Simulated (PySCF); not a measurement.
C2H11B4P

Input

```
{"job": {"kind": "nmr", "xc": "PBE0", "basis": "pcSseg-1", "every": 1, "pop": false}, "charge": 0, "multiplicity": 1}
B     -2.561916     0.978168    -0.487515
B     -2.611667     0.243494     0.964391
P     -1.235648     0.343911     2.178971
B      0.410461     0.191980     1.397041
C      0.666158     0.880713    -0.006268
B      1.084295    -0.223802    -1.040692
C      2.595704    -0.574527    -1.300260
H     -2.819292     2.115811    -0.641013
H     -2.340045     0.395381    -1.483610
H     -3.559739    -0.333475     1.355711
H     -1.369872    -0.674806     3.107074
H      1.289033    -0.328889     1.973434
H     -0.241009     1.401454    -0.332386
H      1.468775     1.611458     0.114615
H      0.256606    -0.815539    -1.626554
H      3.293190    -0.087011    -0.623985
H      2.868239    -0.281581    -2.314982
H      2.773294    -1.647786    -1.250270
```

Command:

```sh
OMP_NUM_THREADS=1 python ens_run.py task.json out
```

Geometry: GFN2-xTB, coordinate held.

All numbers below come from PySCF 2.14.0, PBE0/pcSseg-1, SCF density, gas phase, non-relativistic.

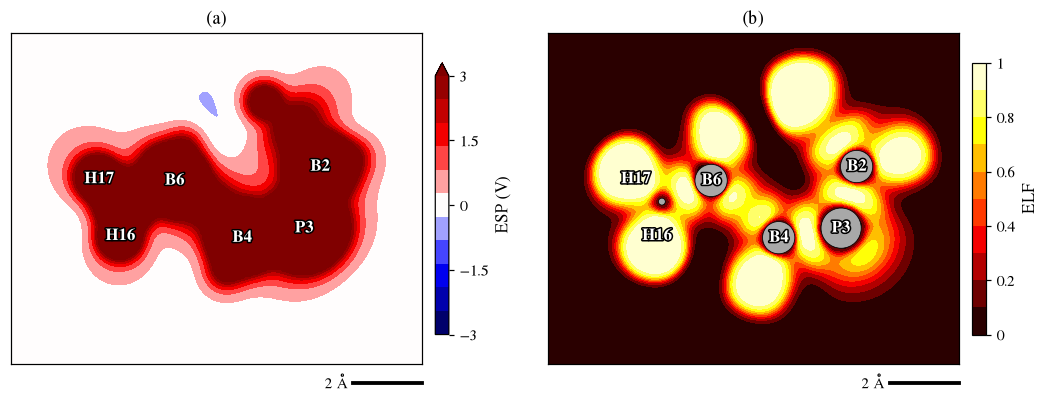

Figure 1. (a) electrostatic potential; (b) ELF on the plane of atoms B2, P3 and B4. Grey discs cover the atomic cores in the ELF map.

Q: What does the map show?

A:
- The plane passes through B, P and H nuclei.
- B–P (1.83 Å): the ELF peaks at about 0.95 between the atoms, as expected for localised, covalent bonding.
- The potential has no marked negative region in this plane.

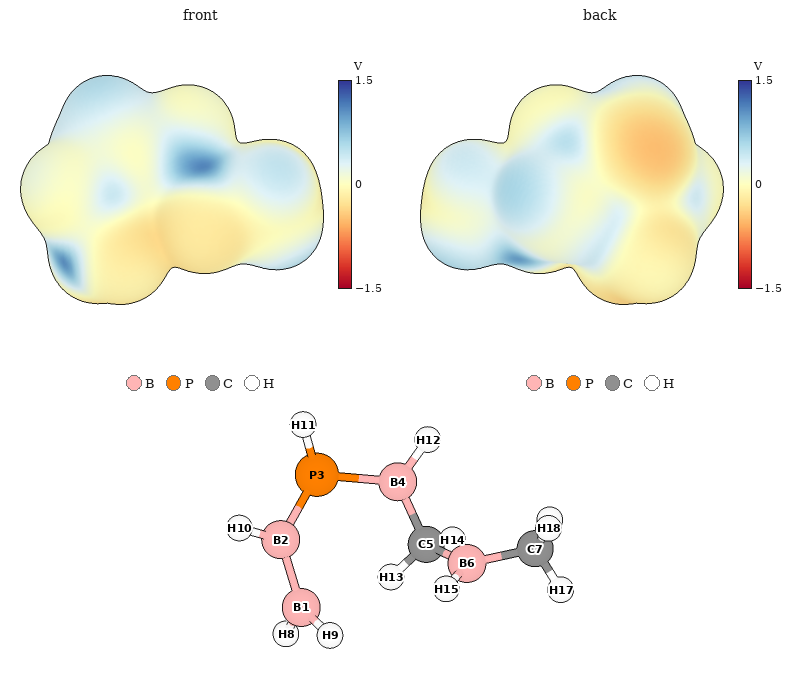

Figure 2. The electrostatic potential painted on the density surface at 0.001 e/bohr³, seen from the front and from behind; red is negative and blue positive. The bare structure is drawn below in the same view.

Q: Where is the surface potential most negative and most positive?

A: The most negative region (about −0.5 V) lies over P3, the most positive (about +1.0 V) over B1, B4 and B6.
